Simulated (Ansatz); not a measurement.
## Pressure series in CaAlSiH

Start from CaAlSiH (space group P3m1, No. 156; a cell from a computed database, its experimental status unchecked).

```yaml
crystal:
  lattice:
    - [4.12566, 0.00000, 0.00000]
    - [-2.06283, 3.57292, 0.00000]
    - [0.00000, 0.00000, 4.73049]
  atoms:
    - { symbol: Ca, position: [0.00000, 0.00000, 0.99770] }
    - { symbol: Al, position: [0.66667, 0.33333, 0.45543] }
    - { symbol: Si, position: [0.33333, 0.66667, 0.56441] }
    - { symbol: H, position: [0.66667, 0.33333, 0.08915] }
```

Cell and atoms are relaxed at each pressure.

Method: r2SCAN (Ansatz, a program for electronic structure, PAW, spin-orbit coupling left out), earlier PAW set.

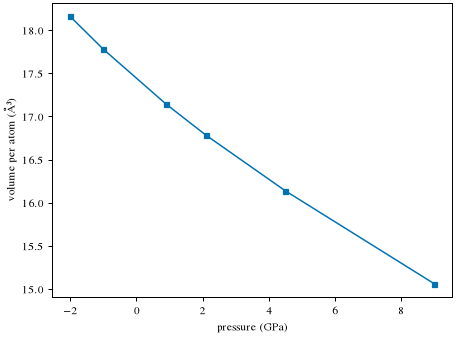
Figure: Volume against pressure

### Question
Estimate the zero-pressure bulk modulus from the plot.

### Answer
About 53 GPa; a third-order Birch–Murnaghan fit to the points gives V₀ = 17.44 Å³/atom, B₀ = 53 GPa and B₀′ = 2.3.

Between the base and pressure 4.5 GPa the gap moves from 0.64 eV to 0.53 eV, a mean slope of -25 meV/GPa.

Load acts through the strain it causes; cell and atoms are relaxed under it. Whether these cells are dynamically stable was not tested. No other phases were tried under pressure.
